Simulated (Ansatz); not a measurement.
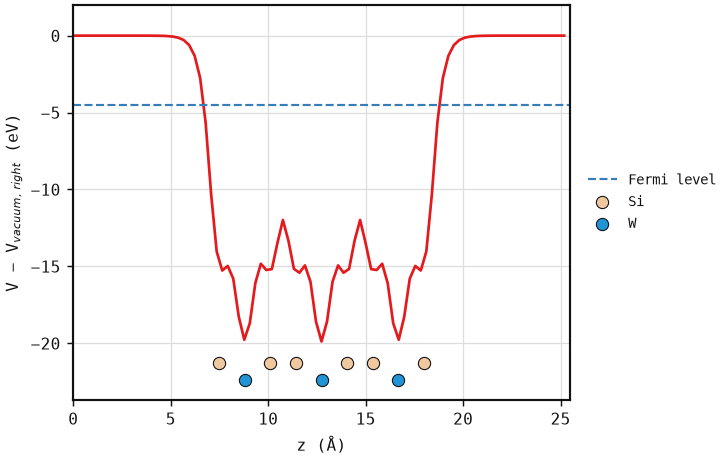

Plane-averaged electrostatic potential energy of an electron across the slab; circles at the bottom mark the heights of the atoms.

System: a (001) slab cut from Si2W (I4/mmm), unrelaxed, ended by Si planes, 9 atoms in the cell.

Method: DFT PBE, scalar-relativistic, plane waves, PAW, no spin polarisation, 11×11×1 k mesh, Gaussian smearing of 0.1 eV (Ansatz 0.2.0).

What is the work function?

The work function is 4.52 eV, the same on both faces. The two vacuum levels agree, so the slab has no net dipole along its normal.

How thick are slab and vacuum?

The outermost atoms are 10.5 Å apart, which leaves 15.0 Å of vacuum in a cell 25.5 Å high.

The atoms aren't at rest in this cell (largest force 0.4 eV/Å), so the relaxed material can differ. Spin-orbit coupling is left out, which matters for W.
